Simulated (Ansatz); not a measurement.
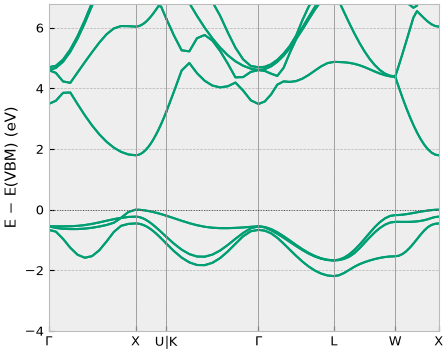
Band structure from PBEsol with spin–orbit coupling in the plane-wave PAW code Ansatz

Read off the gap and where the band edges lie.

About 1.8 eV (1.79 eV by a search for the band edges); maximum at X, minimum at X.

The material is BaO (rock salt, Fm-3m).

The PBEsol relaxation kept the symmetry of its start.

Potentials: the later of the program's two PAW sets.
